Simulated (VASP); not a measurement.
# La with LDA: from relaxation to properties, part 2 of 3

Aim: relax La, then compute properties on the relaxed cell. The start cell is built, not measured: it takes the structure of COD entry 9010991, Gd (space group 194 there), with all of its atoms replaced by other elements, volume scaled by an estimate. Left out of this account: 1 further run (relaxation: it shows nothing beyond the runs told).

VASP 6.6.1, plane waves and PAW; the level of theory is named at each step.

Still holding for the runs below: The k-mesh is coarse for a metal.

So far. Step 2 (Full relaxation (LDA)): It ends with a largest force of 0.007 eV/Å and a pressure of 0.01 GPa.

## Step 3: Second relaxation

Level of this step: LDA; plane waves and PAW (La) (VASP).

The basis stayed that of the start cell while the cell moved. A rerun from the cell reached resets it; the error of the finite cutoff stays. The mesh changes with the cell too.

File INCAR:

```
SYSTEM = La
PREC = Accurate
ENCUT = 400
EDIFF = 1E-06
NELM = 100
ISMEAR = 1
SIGMA = 0.2
LREAL = .FALSE.
ALGO = Normal
GGA = CA
LORBIT = 11
LWAVE = .FALSE.
LCHARG = .FALSE.
IBRION = 2
NSW = 60
ISIF = 3
EDIFFG = -0.01
```

File POSCAR:

```
La
1.0
    3.5945689800      0.0000000000      0.0000000000
   -1.7972844900      3.1129880500      0.0000000000
    0.0000000000      0.0000000000      5.7678549100
La
2
Direct
    0.3333333330      0.6666666670      0.2500000000
    0.6666666670      0.3333333330      0.7500000000
```

File KPOINTS:

```
Automatic mesh
0
Gamma
6 6 4
0 0 0
```

PAW data sets: La (LDA family, release 64).

The cell reached was symmetrised within 0.01 Å before this step, which raises the operations from 2 to 24, which the run then keeps.

Run with:

```console
$ mpirun -np 1 vasp_std
```

Output:

```text
[... set-up lines as in an earlier step ...]
 entering main loop
       N       E                     dE             d eps       ncg     rms          rms(c)
DAV:   1     0.224205160749E+03    0.22421E+03   -0.70981E+03   630   0.172E+03
DAV:   2     0.209203346952E+02   -0.20328E+03   -0.20183E+03   966   0.349E+02
DAV:   3    -0.720165017406E+01   -0.28122E+02   -0.27795E+02  1100   0.146E+02
DAV:   4    -0.108259031264E+02   -0.36243E+01   -0.35563E+01  1253   0.435E+01
DAV:   5    -0.111231043919E+02   -0.29720E+00   -0.29547E+00  1044   0.120E+01    0.399E+00
DAV:   6    -0.111010790037E+02    0.22025E-01   -0.44044E-01  1260   0.549E+00    0.204E+00
DAV:   7    -0.110740737653E+02    0.27005E-01   -0.43000E-02  1172   0.154E+00    0.548E-01
DAV:   8    -0.110720771205E+02    0.19966E-02   -0.49546E-03  1260   0.532E-01    0.853E-02
DAV:   9    -0.110721724862E+02   -0.95366E-04   -0.58241E-04  1244   0.197E-01    0.399E-02
DAV:  10    -0.110721821258E+02   -0.96395E-05   -0.41415E-05  1204   0.436E-02    0.328E-02
DAV:  11    -0.110721842625E+02   -0.21367E-05   -0.11038E-05   948   0.412E-02    0.896E-03
DAV:  12    -0.110721844404E+02   -0.17793E-06   -0.88198E-07   756   0.231E-02
   1 F= -.11072184E+02 E0= -.11072240E+02  d E =-.110722E+02
 curvature:   0.00 expect dE= 0.000E+00 dE for cont linesearch  0.000E+00
 trial: gam= 0.00000 g(F)=  0.338E-45 g(S)=  0.296E-02 ort = 0.000E+00 (trialstep = 0.100E+01)
 search vector abs. value=  0.296E-02
 bond charge predicted
       N       E                     dE             d eps       ncg     rms          rms(c)
DAV:   1    -0.110858448935E+02   -0.13661E-01   -0.74037E-01  1117   0.193E+01    0.476E-01
DAV:   2    -0.110771659453E+02    0.86789E-02   -0.23880E-02  1144   0.178E+00    0.236E-01
DAV:   3    -0.110746330569E+02    0.25329E-02   -0.13146E-02  1204   0.132E+00    0.582E-02
DAV:   4    -0.110746279226E+02    0.51343E-05   -0.60221E-04  1116   0.268E-01    0.318E-02
DAV:   5    -0.110746337245E+02   -0.58019E-05   -0.39567E-05  1220   0.698E-02    0.853E-03
DAV:   6    -0.110746330130E+02    0.71150E-06   -0.53477E-06   828   0.314E-02
   2 F= -.11074633E+02 E0= -.11074765E+02  d E =-.244857E-02
[...]
3 F= -.11076273E+02 E0= -.11076518E+02  d E =-.408853E-02
 curvature:  -1.33 expect dE=-0.768E-04 dE for cont linesearch -0.768E-04
 ZBRENT: extrapolating
 opt :   2.7980  next Energy=   -11.076354 (dE=-0.417E-02)
 bond charge predicted
       N       E                     dE             d eps       ncg     rms          rms(c)
DAV:   1    -0.110781286526E+02   -0.18557E-02   -0.11468E-01  1046   0.756E+00    0.189E-01
DAV:   2    -0.110767570276E+02    0.13716E-02   -0.39395E-03  1085   0.703E-01    0.936E-02
DAV:   3    -0.110763562035E+02    0.40082E-03   -0.21182E-03  1204   0.528E-01    0.236E-02
DAV:   4    -0.110763551796E+02    0.10239E-05   -0.92258E-05  1125   0.104E-01    0.137E-02
DAV:   5    -0.110763558726E+02   -0.69306E-06   -0.59226E-06   844   0.258E-02
   4 F= -.11076356E+02 E0= -.11076632E+02  d E =-.417143E-02
 curvature:  -1.40 expect dE=-0.156E-04 dE for cont linesearch -0.128E-04
 trial: gam= 0.00000 g(F)=  0.248E-44 g(S)=  0.111E-04 ort =-0.165E-03 (trialstep = 0.136E+01)
 search vector abs. value=  0.111E-04
 reached required accuracy - stopping structural energy minimisation
```

It took 34 s on 1 MPI rank of Intel Xeon Platinum 8488C (Sapphire Rapids), shared host; peak memory 0.16 GiB.

From OUTCAR (step 3):

```text
  LATTYP: Found a hexagonal cell.
 ALAT       =     3.5945689800
 C/A-ratio  =     1.6046026497

 Subroutine GETGRP returns: Found 24 space group operations
 (whereof 12 operations were pure point group operations)

The static configuration has the point symmetry D_3d.
 The point group associated with its full space group is D_6h.

 Found     21 irreducible k-points:

   k-points           NKPTS =     21   k-points in BZ     NKDIM =     21   number of bands    NBANDS=     15

   dimension x,y,z NGX =    24 NGY =   24 NGZ =   40
   dimension x,y,z NGXF=    48 NGYF=   48 NGZF=   80

   ENCUT  =  400.0 eV  29.40 Ry    5.42 a.u.   5.86  5.86  9.41*2*pi/ulx,y,z

   NELECT =      22.0000    total number of electrons

 E-fermi :   9.0908

 k-point     1 :       0.0000    0.0000    0.0000
  band No.  band energies     occupation
    ...
      6      -6.0530      2.00000
      7      -6.0384      2.00000
      8      -6.0384      2.00000
      9       6.1510      2.00000
     10       7.2660      2.00000
     11      10.1383     -0.00000
     12      10.5885     -0.00000
     13      10.5885     -0.00000
     14      10.7038     -0.00000
     15      10.7844     -0.00000

 k-point     2 :       0.1667   -0.0000    0.0000
  band No.  band energies     occupation
    ...
      6      -6.4315      2.00000
      7      -6.1174      2.00000
      8      -6.1032      2.00000
      9       6.9723      2.00000
     10       7.9444      2.00000
     11       9.3568     -0.06795
     12       9.9773     -0.00000
     13      10.1843     -0.00000
     14      10.5631     -0.00000
     15      10.8197     -0.00000

  Total        0.0143147      0.0143147     -0.0071345      0.0000000      0.0000000      0.0000000
  in kB        0.3580973      0.3580973     -0.1784755      0.0000000      0.0000000      0.0000000
  external PRESSURE =       0.1792397 kB  Pullay stress =       0.0000000 kB

  energy-cutoff  :      400.00
  volume of cell :       64.05
      direct lattice vectors                 reciprocal lattice vectors
     3.551547531  0.000000000  0.000000000     0.281567399  0.162563014 -0.000000000
    -1.775773766  3.075730383 -0.000000000     0.000000000  0.325126027 -0.000000000
     0.000000000  0.000000000  5.863098331     0.000000000  0.000000000  0.170558286

 POSITION                                       TOTAL-FORCE (eV/Angst)
 -----------------------------------------------------------------------------------
     -0.00000      2.05049      1.46577         0.000000     -0.000000      0.000000
      1.77577      1.02524      4.39732        -0.000000      0.000000      0.000000
 -----------------------------------------------------------------------------------
    total drift:                               -0.000001      0.000000     -0.000000

  FREE ENERGIE OF THE ION-ELECTRON SYSTEM (eV)
  ---------------------------------------------------
  free  energy   TOTEN  =       -11.0763558726 eV

  energy  without entropy=      -11.0771845599  energy(sigma->0) =      -11.07663210

 total charge
# of ion       s       p       d       f       tot
--------------------------------------------------
    1        2.091   5.517   1.018   0.128   8.754
    2        2.091   5.517   1.018   0.128   8.754
--------------------------------------------------
tot          4.181  11.033   2.036   0.257  17.507

[... 1 part as in an earlier step ...]

[... 7 further parts left out ...]
```

CONTCAR:

```
La
   1.00000000000000
     3.5515475314967944    0.0000000000000000    0.0000000000000000
    -1.7757737657483972    3.0757303827724773   -0.0000000000000000
     0.0000000000000000    0.0000000000000000    5.8630983305869284
  La
     2
Direct
     0.3333333329999988    0.6666666670000012    0.2500000000000000
     0.6666666670000012    0.3333333329999988    0.7500000000000000
```

The run keeps the 24 symmetry operations of its start, so it cannot find a distortion of lower symmetry.

The steps of the relaxation:

| step | energy less that of the first step (eV) | largest force (eV/Å) | pressure (GPa) | volume (Å³) |
| --- | --- | --- | --- | --- |
| 1 | 0.0000 | 0.0000 | -0.09 | 64.54 |
| 2 | -0.0024 | 0.0000 | -0.06 | 64.37 |
| 3 | -0.0041 | 0.0000 | -0.01 | 64.12 |
| 4 | -0.0042 | 0.0000 | 0.02 | 64.05 |

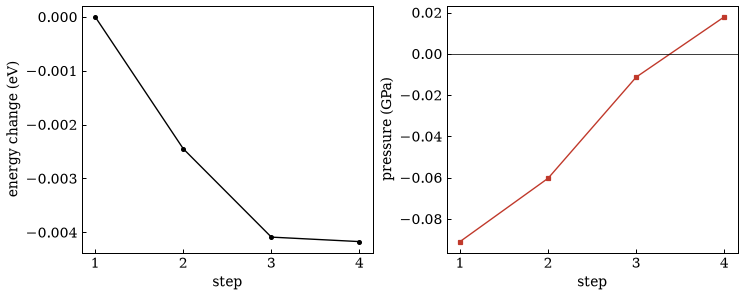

Energy and pressure along the relaxation.

| conventional cell, symmetrised | before | after | change |
| --- | --- | --- | --- |
| a (Å) | 3.595 | 3.552 | -1.2 % |
| b (Å) | 3.595 | 3.552 | -1.2 % |
| c (Å) | 5.768 | 5.863 | +1.7 % |
| volume (Å³/atom) | 32.27 | 32.02 | -0.8 % |

The relaxed structure:

```xyz
2
Lattice="3.5515 0.0000 0.0000 -1.7758 3.0757 0.0000 0.0000 0.0000 5.8631" Properties=species:S:1:pos:R:3 pbc="T T T"
La    0.0000    2.0505    1.4658
La    1.7758    1.0252    4.3973
```

This step gave:

```yaml
irreducible_k_points: 21
symmetry_operations: 24
free_energy_toten: -11.08 eV
energy_at_zero_smearing: -11.08 eV
fermi_energy: 9.091 eV
pressure: 0.01792 GPa
scf_cycles_over_all_ionic_steps: 30
```

It ends with forces that vanish by symmetry and a pressure of 0.02 GPa.

## Step 4: Density, ELF and potential (LDA)

A single point on the relaxed cell gives a clean self-consistent state, with density, ELF and potential written out.

Edit INCAR of step 3 so:

```diff
@@ -12,6 +12,5 @@
 LWAVE = .FALSE.
-LCHARG = .FALSE.
-IBRION = 2
-NSW = 60
-ISIF = 3
-EDIFFG = -0.01
+LCHARG = .TRUE.
+ISIF = 2
+LELF = .TRUE.
+LVHAR = .TRUE.
```

File POSCAR:

```
La
1.0
    3.5515475315      0.0000000000      0.0000000000
   -1.7757737657      3.0757303828      0.0000000000
    0.0000000000      0.0000000000      5.8630983306
La
2
Direct
    0.3333333330      0.6666666670      0.2500000000
    0.6666666670      0.3333333330      0.7500000000
```

KPOINTS is that of step 3.

Run with:

```console
$ mpirun -np 1 vasp_std
```

Output:

```text
[... set-up lines as in an earlier step ...]
 entering main loop
       N       E                     dE             d eps       ncg     rms          rms(c)
DAV:   1     0.225297250144E+03    0.22530E+03   -0.71141E+03   630   0.172E+03
DAV:   2     0.204721452978E+02   -0.20483E+03   -0.20353E+03   964   0.356E+02
DAV:   3    -0.735357385557E+01   -0.27826E+02   -0.27392E+02  1084   0.142E+02
DAV:   4    -0.108386064793E+02   -0.34850E+01   -0.34573E+01  1260   0.440E+01
DAV:   5    -0.111286260586E+02   -0.29002E+00   -0.28687E+00  1028   0.118E+01    0.404E+00
DAV:   6    -0.111055708916E+02    0.23055E-01   -0.43584E-01  1260   0.531E+00    0.208E+00
DAV:   7    -0.110781870531E+02    0.27384E-01   -0.42589E-02  1188   0.156E+00    0.551E-01
DAV:   8    -0.110761606026E+02    0.20265E-02   -0.50345E-03  1260   0.567E-01    0.934E-02
DAV:   9    -0.110762699517E+02   -0.10935E-03   -0.55679E-04  1220   0.177E-01    0.388E-02
DAV:  10    -0.110762796992E+02   -0.97474E-05   -0.44119E-05  1236   0.467E-02    0.302E-02
DAV:  11    -0.110762809163E+02   -0.12171E-05   -0.77926E-06   852   0.347E-02    0.103E-02
DAV:  12    -0.110762810853E+02   -0.16895E-06   -0.99287E-07   756   0.264E-02
   1 F= -.11076281E+02 E0= -.11076555E+02  d E =0.822115E-03
```

Wall time 19 s (1 MPI rank); peak memory 0.14 GiB.

Parts of OUTCAR (step 4):

```text
  LATTYP: Found a hexagonal cell.
 ALAT       =     3.5515475315
 C/A-ratio  =     1.6508573456

 Found     21 irreducible k-points:

   ENCUT  =  400.0 eV  29.40 Ry    5.42 a.u.   5.79  5.79  9.56*2*pi/ulx,y,z

   NELECT =      22.0000    total number of electrons

 E-fermi :   9.0909

 k-point     1 :       0.0000    0.0000    0.0000
  band No.  band energies     occupation
    ...
      6      -6.0523      2.00000
      7      -6.0382      2.00000
      8      -6.0382      2.00000
      9       6.1509      2.00000
     10       7.2659      2.00000
     11      10.1386     -0.00000
     12      10.5886     -0.00000
     13      10.5886     -0.00000
     14      10.7049     -0.00000
     15      10.7853     -0.00000

 k-point     2 :       0.1667    0.0000    0.0000
  band No.  band energies     occupation
    ...
      6      -6.4313      2.00000
      7      -6.1167      2.00000
      8      -6.1030      2.00000
      9       6.9722      2.00000
     10       7.9443      2.00000
     11       9.3569     -0.06797
     12       9.9777     -0.00000
     13      10.1844     -0.00000
     14      10.5638     -0.00000
     15      10.8644     -0.00000

  Total        0.0047847      0.0047847     -0.0036169      0.0000000      0.0000000      0.0000000
  in kB        0.1196939      0.1196939     -0.0904792      0.0000000      0.0000000      0.0000000
  external PRESSURE =       0.0496362 kB  Pullay stress =       0.0000000 kB

  energy-cutoff  :      400.00
  volume of cell :       64.05
      direct lattice vectors                 reciprocal lattice vectors
     3.551547531  0.000000000  0.000000000     0.281567399  0.162563014  0.000000000
    -1.775773766  3.075730383  0.000000000     0.000000000  0.325126027  0.000000000
     0.000000000  0.000000000  5.863098331     0.000000000  0.000000000  0.170558286

 POSITION                                       TOTAL-FORCE (eV/Angst)
 -----------------------------------------------------------------------------------
     -0.00000      2.05049      1.46577        -0.000000      0.000000      0.000000
      1.77577      1.02524      4.39732         0.000000     -0.000000      0.000000
 -----------------------------------------------------------------------------------
    total drift:                               -0.000001      0.000000     -0.000000

  FREE ENERGIE OF THE ION-ELECTRON SYSTEM (eV)
  ---------------------------------------------------
  free  energy   TOTEN  =       -11.0762810853 eV

  energy  without entropy=      -11.0771032001  energy(sigma->0) =      -11.07655512

 total charge
# of ion       s       p       d       f       tot
--------------------------------------------------
    1        2.091   5.517   1.018   0.128   8.754
    2        2.091   5.517   1.018   0.128   8.754
--------------------------------------------------
tot          4.181  11.033   2.036   0.256  17.507

[... 4 parts as in an earlier step ...]

[... 7 further parts left out ...]
```

This step gave:

```yaml
scf_cycles: 12
pressure: 0.004964 GPa
```

Valence electrons inside each PAW sphere by angular momentum. Sphere charges, by row:

| atom | s (e) | p (e) | d (e) | f (e) | tot (e) |
| --- | --- | --- | --- | --- | --- |
| La1 | 2.091 | 5.517 | 1.018 | 0.128 | 8.754 |
| La2 | 2.091 | 5.517 | 1.018 | 0.128 | 8.754 |

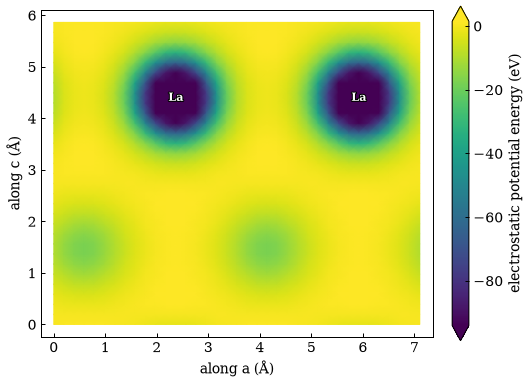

Electrostatic potential energy in the ac plane at fractional y = 0.333, with atoms of La within 0.2 Å of it. With pseudopotentials it is smooth inside the atoms' cores, unlike the true potential.

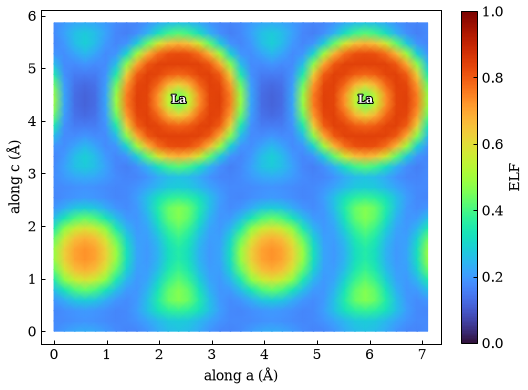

ELF in the ac plane at fractional y = 0.333, with atoms of La within 0.2 Å of it. It is the smooth field of the valence electrons, not physical close to the nuclei.

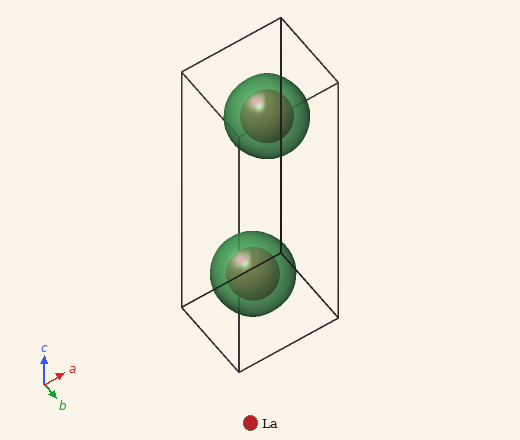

Surface of ELF = 0.77.

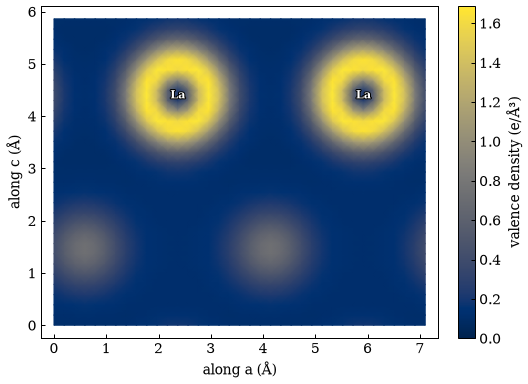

Valence density in the ac plane at fractional y = 0.333, with atoms of La within 0.2 Å of it. It is the smooth field of the valence electrons, not physical close to the nuclei.

In this run the pressure is 0.00 GPa, small enough to go on.

## Step 5: Band structure (LDA)

The mesh alone shows little of the dispersion and can miss band extrema, so KPOINTS_OPT adds a path through the symmetry points after the self-consistent cycle.

Edit INCAR of step 4 so:

```diff
@@ -12,5 +12,2 @@
 LWAVE = .FALSE.
-LCHARG = .TRUE.
-ISIF = 2
-LELF = .TRUE.
-LVHAR = .TRUE.
+LCHARG = .FALSE.
```

POSCAR is that of step 4.

KPOINTS is that of step 4.

File KPOINTS_OPT:

```
Line mode
16
Line-mode
Reciprocal
  0.00000000   0.00000000   0.00000000 GAMMA
  0.50000000   0.00000000   0.00000000 M

  0.50000000   0.00000000   0.00000000 M
  0.33333333   0.33333333   0.00000000 K

  0.33333333   0.33333333   0.00000000 K
  0.00000000   0.00000000   0.00000000 GAMMA

  0.00000000   0.00000000   0.00000000 GAMMA
  0.00000000   0.00000000   0.50000000 A

  0.00000000   0.00000000   0.50000000 A
  0.50000000   0.00000000   0.50000000 L

  0.50000000   0.00000000   0.50000000 L
  0.33333333   0.33333333   0.50000000 H

  0.33333333   0.33333333   0.50000000 H
  0.00000000   0.00000000   0.50000000 A

  0.50000000   0.00000000   0.50000000 L
  0.50000000   0.00000000   0.00000000 M

  0.33333333   0.33333333   0.00000000 K
  0.33333333   0.33333333   0.50000000 H
```

Run with:

```console
$ mpirun -np 1 vasp_std
```

Output:

```text
[... set-up lines as in an earlier step ...]
 entering main loop
       N       E                     dE             d eps       ncg     rms          rms(c)
[... 12 cycles as in an earlier step ...]
   1 F= -.11076281E+02 E0= -.11076555E+02  d E =0.822115E-03
 Start KPOINTS_OPT (optional k-point list driver)
k-point batch [1-21\144]
       N       E                     dE             ncg
DAV:   1     0.241324281601E+04   -0.60387E+04      638
DAV:   2    -0.189348103344E+04   -0.43067E+04      950
DAV:   3    -0.259147948601E+04   -0.69800E+03     1100
DAV:   4    -0.267312750593E+04   -0.81648E+02     1252
DAV:   5    -0.267965197546E+04   -0.65245E+01     1052
DAV:   6    -0.268058374866E+04   -0.93177E+00     1244
DAV:   7    -0.268063508601E+04   -0.51337E-01     1060
DAV:   8    -0.268064117392E+04   -0.60879E-02     1252
DAV:   9    -0.268064185355E+04   -0.67963E-03     1108
DAV:  10    -0.268064196899E+04   -0.11543E-03     1156
DAV:  11    -0.268064198794E+04   -0.18955E-04      804
DAV:  12    -0.268064199147E+04   -0.35317E-05      756
DAV:  13    -0.268064199220E+04   -0.72922E-06      756
[...]
k-point batch [127-144\144]
       N       E                     dE             ncg
DAV:   1     0.395523980849E+04   -0.11232E+05      540
DAV:   2     0.387039556553E+03   -0.35682E+04      795
DAV:   3    -0.558228189506E+02   -0.44286E+03      968
DAV:   4    -0.110562166433E+03   -0.54739E+02     1080
DAV:   5    -0.117073765570E+03   -0.65116E+01      904
DAV:   6    -0.118132719968E+03   -0.10590E+01     1064
DAV:   7    -0.118202531215E+03   -0.69811E-01      960
DAV:   8    -0.118208142517E+03   -0.56113E-02     1064
DAV:   9    -0.118208582156E+03   -0.43964E-03      960
DAV:  10    -0.118208623181E+03   -0.41025E-04     1040
DAV:  11    -0.118208626621E+03   -0.34395E-05      728
DAV:  12    -0.118208626941E+03   -0.32092E-06      648
```

The job ended after 91 s (1 MPI rank; peak memory 0.16 GiB).

Parts of OUTCAR (step 5):

```text
   NELECT =      22.0000    total number of electrons

 E-fermi :   9.0909

[... 21 parts as in an earlier step ...]

[... 1 further part left out ...]
```

Spin-orbit coupling is off here; with elements this heavy it splits and shifts levels by tenths of an eV or more.

The electronic bands at the labelled points (eV, zero at the Fermi level; # counts the bands kept):

| point | #1 | #2 | #3 | #4 | #5 |
| --- | --- | --- | --- | --- | --- |
| Γ | -2.94 | -1.82 | 1.05 | 1.50 | 1.50 |
| M | -1.89 | -1.34 | -1.13 | 1.47 | 1.53 |
| K | -1.59 | 0.47 | 0.47 | 0.70 | 0.97 |
| Γ | -2.94 | -1.82 | 1.05 | 1.50 | 1.50 |
| A | -1.61 | -1.61 | 0.77 | 0.77 | 1.58 |
| L | -1.85 | -1.85 | -0.59 | -0.59 | 1.75 |
| H | -0.74 | -0.74 | -0.17 | -0.17 | 1.33 |
| A | -1.61 | -1.61 | 0.77 | 0.77 | 1.58 |
| jump to L | -1.85 | -1.85 | -0.59 | -0.59 | 1.75 |
| M | -1.89 | -1.34 | -1.13 | 1.47 | 1.53 |
| jump to K | -1.59 | 0.47 | 0.47 | 0.70 | 0.97 |
| H | -0.74 | -0.74 | -0.17 | -0.17 | 1.33 |

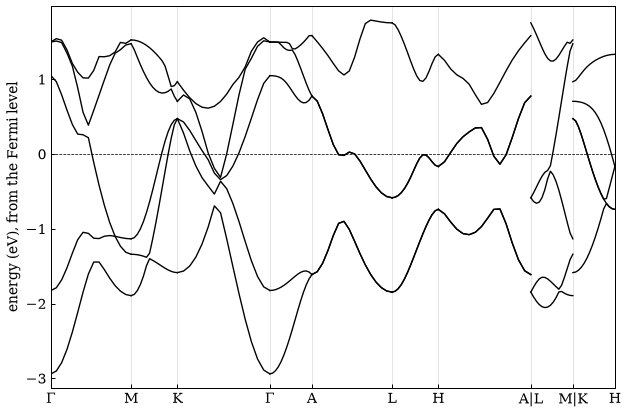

Electronic bands along the path.

There is no gap at this level.

[end of part 2 of 3]

[Lines on the potential files, build, host, timing and source positions are cut from VASP's logs without a mark.]

[Logs are printed without paths, hosts, clocks, repeated set-up lines and the standing remarks that a program may print on its own settings, such as how far it seeks lower states.]

[Hosts, paths, dates, database ids (printed as entryN), source tags and the programs' standing remarks are cut or masked in the printed files.]

[A measured line is paired with the nearest computed mode of its activity, which favours agreement.]

[In band tables of VASP the shares of atoms and orbitals are scaled to a sum of 1 inside the atoms' spheres.]
